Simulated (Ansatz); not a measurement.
Pulling on the Si1–N2 bond in SiN (multiplicity 2 held). Energies count from the point at 1.567 Å.


Restricted levels (R-, RO-) in cc, def2 and unpolarised 6-31G sets keep to the state of the molecule at rest. Unrestricted levels (U-) break spin symmetry where that is lower. Full CI gives the lowest state of the spin. Left out are points that failed, MP2 points that dive below the minimum, coupled-cluster points behind a jump of the amplitudes or a sharp parting from full CI or MRCI, small-basis points behind a change of solution, and semi-empirical points at long bonds. Levels need not reach the same state.

Cores are frozen in the correlated methods.

Codes used: Ansatz (Gaussian basis) for Hartree–Fock, density functionals and correlated methods. Values without a source in brackets are computed.

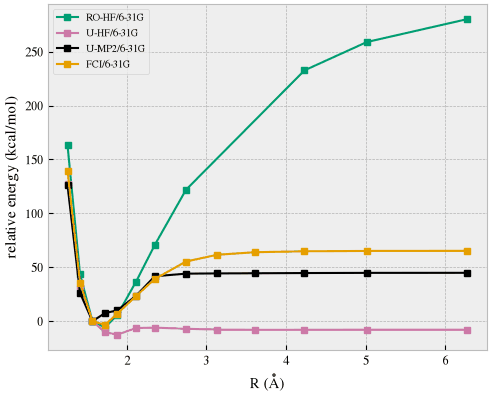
Relative energy along the coordinate

### Question
Order the other curves in the same basis by their non-parallelity to FCI/6-31G (largest less smallest deviation, whatever its cause), smallest first.

### Answer
U-MP2/6-31G (31.3 kcal/mol), U-HF/6-31G (73.2 kcal/mol), RO-HF/6-31G (217.4 kcal/mol)

### Question
Read off the RO-HF/6-31G curve at R = 2.351.

### Answer
about 71 kcal/mol

Doubts at one or more of the structures used: a restricted determinant that unrestricted orbitals would lower (RO-HF/6-31G); a spin-contaminated determinant (U-HF/6-31G, U-MP2/6-31G).

Ansatz is an electronic-structure program.
